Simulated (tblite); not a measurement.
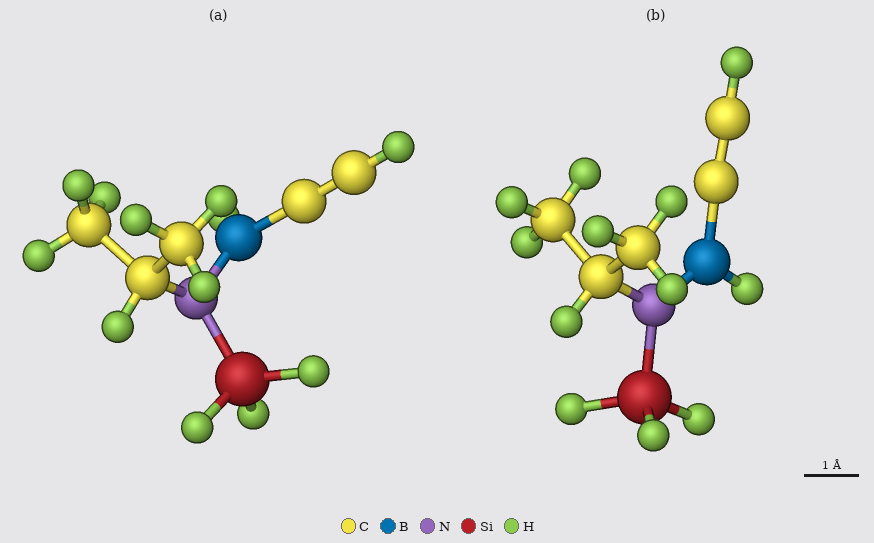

The structure of C5H12BNSi before (left) and after (right) a relaxation, at one scale.

Style: ball-and-stick. Shown at a tilt.

Computed with GFN2-xTB geometry optimisation, gas phase (tblite 0.8.0). 

> What changed between the two?

The largest move after the best rigid fit is that of an H atom, 2.54 Å. Largest moves by element: H 2.54 Å, C 1.63 Å, B 0.79 Å, Si 0.77 Å, N 0.51 Å. Near-neighbour distances that change, for instance: B–N 1.495 → 1.404 Å, C–N 1.419 → 1.465 Å, C–H 1.125 → 1.088 Å, B–C 1.547 → 1.519 Å. Among the angles between lasting bonds that change: B–N–Si 116.0° → 123.7°, B–N–C 115.7° → 122.6°, N–Si–H 114.3° → 107.7°. Groups turn about C–C by about 45°. Over 203 geometry steps the energy falls by 1.274 eV.
